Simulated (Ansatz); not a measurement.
# Fields on a plane of Ti5Si3 (space group P6_3/mcm)

```xyz
16
Lattice="7.4035 0.0000 0.0000 -3.7018 6.4117 0.0000 0.0000 0.0000 5.0689" Properties=species:S:1:pos:R:3 pbc="T T T"
Ti     0.0000     4.2744     0.0000
Ti     3.7018     2.1372     0.0000
Ti     3.7018     2.1372     2.5345
Ti     0.0000     4.2744     2.5345
Ti     1.8479     0.0000     1.2672
Ti     5.5556     0.0000     3.8017
Ti     0.9240     1.6004     3.8017
Ti     2.7778     4.8113     1.2672
Ti    -0.9240     1.6004     1.2672
Ti    -2.7778     4.8113     3.8017
Si     4.4985     0.0000     1.2672
Si     2.9050     0.0000     3.8017
Si     2.2493     3.8958     3.8017
Si     1.4525     2.5158     1.2672
Si    -2.2493     3.8958     1.2672
Si    -1.4525     2.5158     3.8017
```

The slice is a (-1 2 -1 0) plane (indices of the conventional cell) through the point (0.608, 0.608, 0.750) (fractional), spanned by u = [001] and v = [210] in vectors of this cell: u (5.07 Å) and v (12.82 Å, at 90° to u). It covers one period; positions are fractions (u, v).

Atoms on it: Si at (0.00, 0.39); Si at (0.00, 0.00). Other atoms lie within 1 Å of the plane.

All values below come from PBEsol (plane waves to 420 eV, PAW, scalar-relativistic; Ansatz, a first-principles code). k mesh 6×6×8. Inside the PAW spheres the values are not all-electron values, and peaks at nuclei hang on which shells count as valence. Ti5Si3 is run without spin polarisation. Ti5Si3 was relaxed with its symmetry unable to fall.

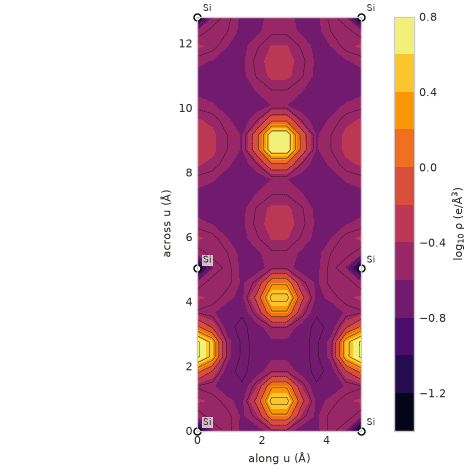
Figure. Log₁₀ of the valence density in e/Å³, one period of the plane, atoms marked. The scale is logarithmic, as a density can span decades between atoms and voids.

```
|xxxx1188775555778811xx|
|xx11778844xxxx44887711|
|7788887711xxxx11778888|
|8888887744xxxx44778888|
|7777889988666688998877|
|5577999977555577999977|
|xx22887700xxxx00778822|
|xxxx4444xxxxxxxx4444xx|
|xxxx4444xxxxxxxx4444xx|
|xx22887700xxxx00778822|
|5577999977555577999977|
|7777999988666688999977|
|8888887744xxxx44778888|
|8888887711xxxx11778888|
|xx11778844xxxx44887711|
|xxxx1188775555778811xx|
|xxxxxx775500005577xxxx|
|xxxx1155xxxxxxxx5511xx|
|xx117755xxxxxxxx557711|
|33558877xxxxxxxx778855|
|xxxx4488550000558844xx|
|xxxx0088997777998800xx|
|xxxx0088997777998800xx|
|xxxx4488550000558844xx|
|33558877xxxxxxxx778855|
|xx117755xxxxxxxx557711|
|xxxx1155xxxxxxxx5511xx|
|xxxxxx775500005577xxxx|
```
Scale: ten equal steps from 1.00 (start of '0') to 9.95 (end of '9'), in the order '0123456789'. Values: electrostatic potential energy of an electron, from the cell's mean, in eV. The map has 11 points along u (two characters each, u = 0 at the left) and 28 along v (v = 0 in the bottom row). Points within 1 Å of a nucleus are blanked (x), as the pseudised field means little there. Values under 1 eV are set to 1. The zero, the cell's mean, hangs on the PAW cores.
